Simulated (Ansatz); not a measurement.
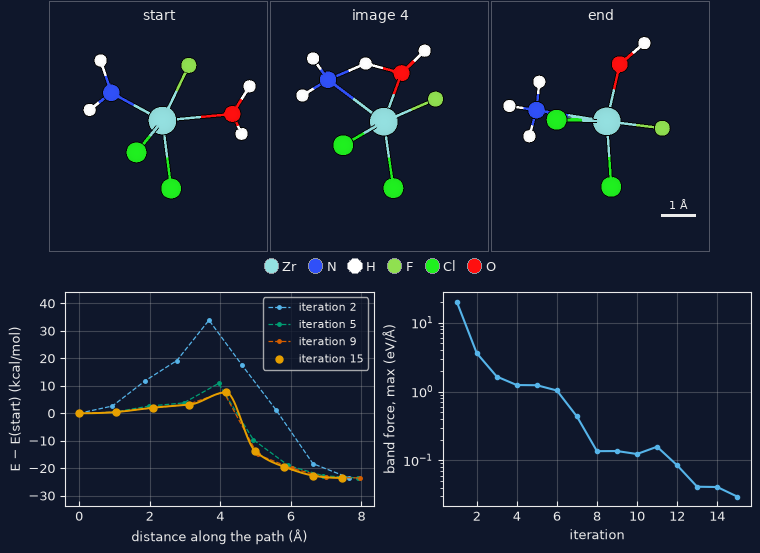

A search for the minimum-energy path of ZrNH4OCl2F by the nudged elastic band. Images are numbered from 0 (start) to 8 (end). The plot follows the band through its iterations. Style: ball-and-stick. Shown from a free direction.

All numbers below come from Ansatz 0.2.0, RKS B3LYP-D4/def2-SVP. Set-up: 7 movable images; climbing image; force threshold 0.03 eV/Å; iteration limit 60; starting path through a guess of the saddle point.

Q: How did the profile develop, and is the result final?

A: The result is final at these settings. The band converged in 15 iterations. The largest component of the band force went from 20 to 0.03 eV/Å. The climbing image converged on the top of the path. Its vibrational analysis gives one imaginary mode (731i cm⁻¹), as a transition state must have. The first iteration put the highest image at 127.3 kcal/mol. The highest point, image 4, lies 7.6 kcal/mol above the start and 31.2 kcal/mol above the end; the end is at −23.5 kcal/mol relative to the start.
